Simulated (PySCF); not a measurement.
```yaml
atoms:
  - { symbol: C, position_ang: [-2.6785, -0.8041, 0.1485] }
  - { symbol: C, position_ang: [-1.1739, -1.0332, 0.2145] }
  - { symbol: C, position_ang: [-0.4318, 0.2394, 0.6074] }
  - { symbol: Si, position_ang: [-0.4173, 1.6996, -0.6534] }
  - { symbol: C, position_ang: [1.4690, 1.8503, -0.3274] }
  - { symbol: Si, position_ang: [1.4904, 0.2277, 0.6931] }
  - { symbol: C, position_ang: [2.2803, -1.1882, -0.3161] }
  - { symbol: Cl, position_ang: [2.0534, -2.7247, 0.5587] }
  - { symbol: H, position_ang: [-3.1957, -1.7107, -0.1585] }
  - { symbol: H, position_ang: [-2.9080, -0.0136, -0.5638] }
  - { symbol: H, position_ang: [-3.0600, -0.5049, 1.1226] }
  - { symbol: H, position_ang: [-0.8222, -1.3796, -0.7596] }
  - { symbol: H, position_ang: [-0.9629, -1.8249, 0.9379] }
  - { symbol: H, position_ang: [-0.8361, 0.5742, 1.5662] }
  - { symbol: H, position_ang: [-0.7234, 1.2889, -2.0266] }
  - { symbol: H, position_ang: [-1.2237, 2.8684, -0.2977] }
  - { symbol: H, position_ang: [1.7307, 2.7226, 0.2633] }
  - { symbol: H, position_ang: [2.0989, 1.8730, -1.2115] }
  - { symbol: H, position_ang: [2.1233, 0.2344, 2.0160] }
  - { symbol: H, position_ang: [3.3520, -1.0631, -0.4464] }
  - { symbol: H, position_ang: [1.8264, -1.3147, -1.2952] }
```

Geometry: GFN2-xTB.

All numbers below come from PBE0/pcSseg-1, SCF density, gas phase, non-relativistic (PySCF).

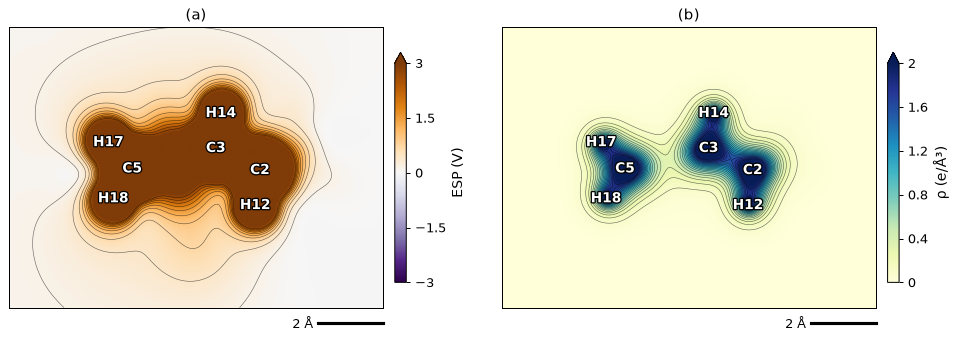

C5H13ClSi2. (a) molecular electrostatic potential; (b) electron density on the plane of atoms H17, C5 and H18.

What do the fields say about this system?

- The plane passes through C and H nuclei.
- C–C (1.52 Å): ρ at the midpoint is about 1.6 e/Å³.
- C–H (1.09 Å): ρ at the midpoint is about 1.9 e/Å³.
- The potential has no marked negative region in this plane.
